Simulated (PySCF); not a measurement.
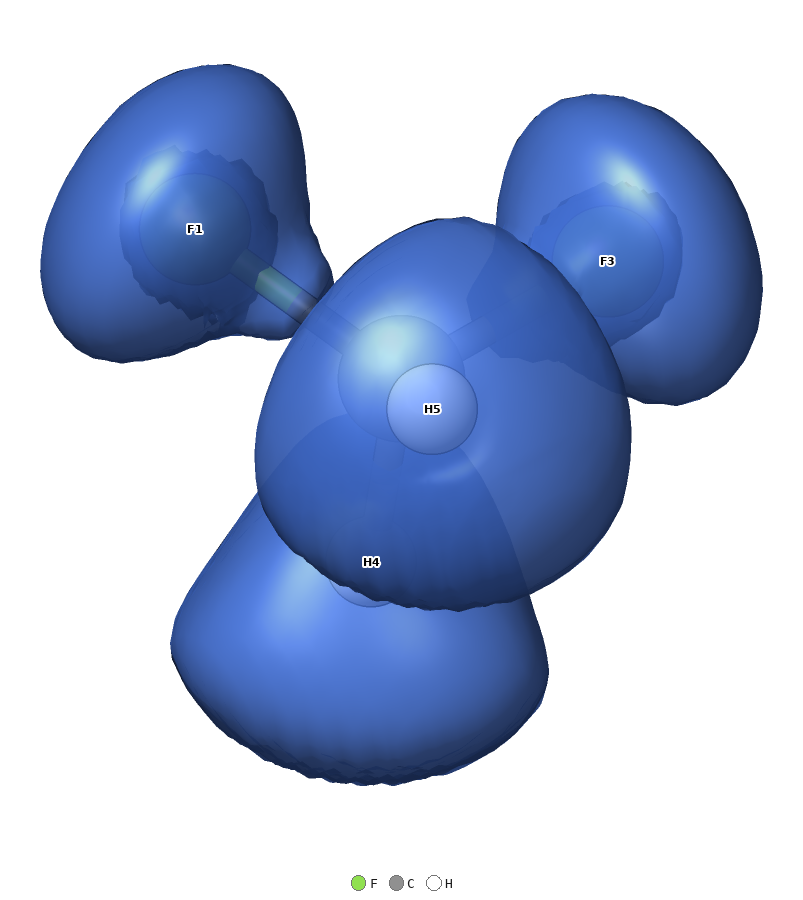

CH$_{2}$F$_{2}$ (SMILES FCF). Isosurface of the electron localisation function at 0.75 (blue), seen at a tilt. Core shells and regions of very low density are left out.

Geometry: PBE0-D3(BJ)/def2-SVP.

These are results of PBE0/pcSseg-1, SCF density, gas phase, non-relativistic in PySCF 2.14.0, not measurements.

```xyz
5

F    -0.4838    1.0833    0.4795
C    -0.0204   -0.0715   -0.0288
F     1.3180   -0.0043   -0.1312
H    -0.4510   -0.2201   -1.0350
H    -0.2879   -0.8979    0.6536
```

What do the ELF domains correspond to?

Answer. At this value the surface marks out two regions around hydrogen nuclei and two regions on F in which the atom's valence shell and bonds are merged. Profiles from the grid: C–F (1.34 Å): the ELF peaks at about 0.85 between the atoms (a polar covalent bond). C–H (1.10 Å): the ELF climbs to about 1 towards the hydrogen, as it does in any bond to H; an ordinary covalent bond to hydrogen.
